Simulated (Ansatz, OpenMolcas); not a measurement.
Computed against measured: atomisation enthalpy at 298 K

7 molecules with halogens; the atomisation enthalpy at 298 K in kJ/mol, computed less measured. Shapes, held fixed at every level: PBE0-D4/def2-TZVP. Thermal terms are harmonic and unscaled (PBE0-D4/def2-TZVP); the spin-orbit lowering of the free atoms is taken from their spectra. Programs: Ansatz 0.2.0, OpenMolcas 26.06. Measured values: Active Thermochemical Tables, NIST-JANAF tables.

Levels: A = M06-L/def2-TZVPP; B = r2SCAN-D4/def2-TZVPP; C = PBE0/def2-TZVPP; D = B2PLYP/def2-TZVPP.

| molecule | from tabulated heats | A | B | C | D |
| --- | --- | --- | --- | --- | --- |
| I2 (iodine) | 151 | -11 | -16 | -16 | -29 |
| NOF (nitrosyl fluoride) | 867 | +25 | +38 | +19 | +16 |
| HOI (hypoiodous acid) | 635 | -24 | -16 | -30 | -27 |
| BHF2 (SMILES FBF) | 1681 | -14 | +10 | -12 | -5 |
| CHFO (formyl fluoride) | 1646 | -3 | +9 | -1 | -13 |
| CH3Cl (chloromethane) | 1575 | -3 | -1 | -2 | -21 |
| CH3F (fluoromethane) | 1687 | -19 | -6 | -11 | -17 |

Question: Which level does best on this set, which worst, and which err to one side?

Answer: 
```
               level           kind  mean error  mean absolute error  worst case
    M06-L/def2-TZVPP       meta-GGA        -7.0                 14.1         NOF
r2SCAN-D4/def2-TZVPP       meta-GGA        +2.6                 13.7         NOF
     PBE0/def2-TZVPP  global hybrid        -7.6                 13.0         HOI
   B2PLYP/def2-TZVPP  double hybrid       -13.7                 18.3          I2
```

On this set PBE0/def2-TZVPP has the smallest mean absolute error and B2PLYP/def2-TZVPP the largest. M06-L/def2-TZVPP is too low in 6 of 7; PBE0/def2-TZVPP is too low in 6 of 7; B2PLYP/def2-TZVPP is too low in 6 of 7. The molecules' own spin-orbit binding is left out, so errors for heavy halides read too negative. Heats of the atoms come from ATcT where it has them, that of boron, 570 kJ/mol, from recent work. With so many references in doubt the order of the levels isn't settled. The tabulated values of NOF, BHF2 are in doubt (older tables, estimates, or at odds with other calculations) and kept here. Over the 5 molecules whose values aren't doubted the mean absolute errors are A 12.0; B 9.6; C 12.0; D 21.4. The smallest two are near a tie. For atoms past krypton def2 sets carry core potentials with scalar relativity. Outer-core shells of I are correlated, in sets that cover them unevenly. The set is small.

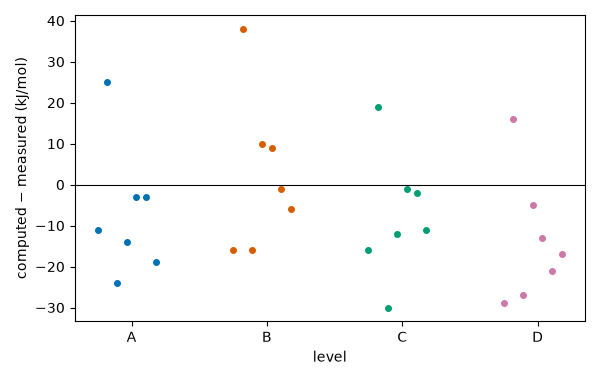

Errors of each level, one point a molecule.
